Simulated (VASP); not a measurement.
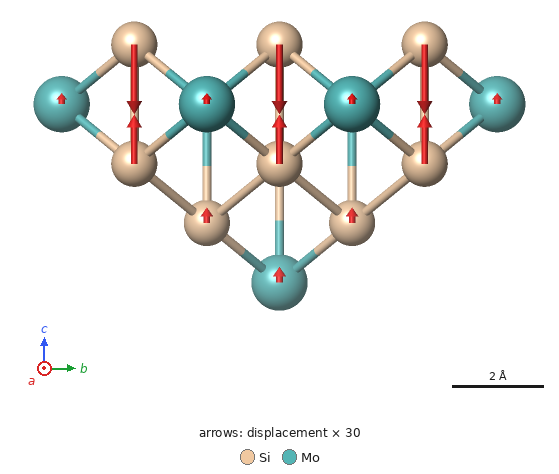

A relaxation of a slab of composition Si₂Mo. The starting structure is drawn; red arrows show the displacements, magnified 30 times.

A ball-and-stick model of the atoms within 5.8 Å of the atom that moves most (axes of the 2 × 2 repeat of the cell, outlined in the plane, without the vacuum), seen along the a axis.

The run lets the atoms move in a fixed cell. 4 atoms are held fixed.

All numbers below come from Kohn-Sham DFT of a periodic cell, PW91, VASP PAW PBE potentials, recommended (VASP 6.6.1).

Input file:
```
SYSTEM = Si2Mo
PREC = Accurate
ENCUT = 520
EDIFF = 1E-6
ISMEAR = -1
SIGMA = 0.05
LREAL = .FALSE.
LASPH = .TRUE.
NELM = 60
ALGO = Normal
ISIF = 2
LWAVE = .FALSE.
LCHARG = .FALSE.
LDIPOL = .TRUE.
IDIPOL = 3
DIPOL = 0.5 0.5 0.500
GGA = 91
IBRION = 2
NSW = 40
EDIFFG = -0.01
```

Command:
```bash
cat potpaw_PBE.64/Si/POTCAR potpaw_PBE.64/Mo_sv/POTCAR > POTCAR
mpirun -np 1 vasp_std > vasp.out
```

**Describe the change and its energy.**

A Si atom moves most: 0.051 Å along the normal (−c). By element the largest moves are Si 0.051 Å, Mo 0.012 Å. The cell stays as it was. Among the contacts that change: Si–Si 2.626 → 2.538 Å, Mo–Si 2.616 → 2.587 Å, Mo–Si 2.618 → 2.643 Å, Si–Si 2.612 → 2.625 Å. Among the angles between lasting bonds that change: Mo–Si–Mo 119.8° → 122.0°. Over 7 geometry steps the energy falls by 29.0 meV per cell of the calculation. Largest force component: 0.67 eV/Å at the start, 0.61 eV/Å at the end.
